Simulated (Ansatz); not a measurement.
Consider H4SSi···HBr.

```xyz
8

Si   -0.7812   -0.0530   -0.8957
Br    3.0235   -0.3667    1.0495
H    -0.7590   -1.4575   -1.3641
H     0.4045    0.6874   -1.3880
H    -2.0228    0.6258   -1.3398
H     1.5904   -0.3511    1.2277
S    -0.7391   -0.2062    1.2504
H    -0.7162    1.1213    1.4601
```

The product side of a reaction path; geometry: PBE0-D4/def2-TZVP.

Computed with RKS PBE0-D4/def2-TZVPP in Ansatz.

> What can the converged electron density and electron localisation function tell about the bonding?

Si–H (1.48 Å): ρ at the midpoint is about 0.83 e/Å³; the ELF climbs to about 1 towards the hydrogen, as it does in any bond to H.

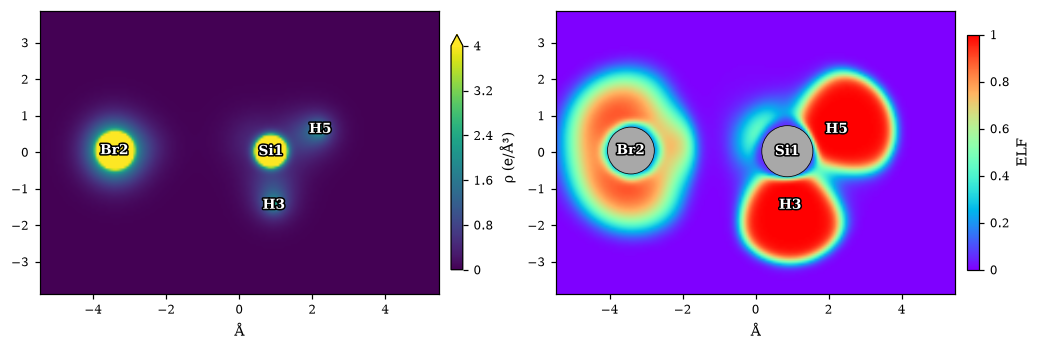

Computed electron density and electron localisation function on the plane of atoms H3, Si1 and H5, in this order. Grey discs cover the atomic cores in the ELF map. 
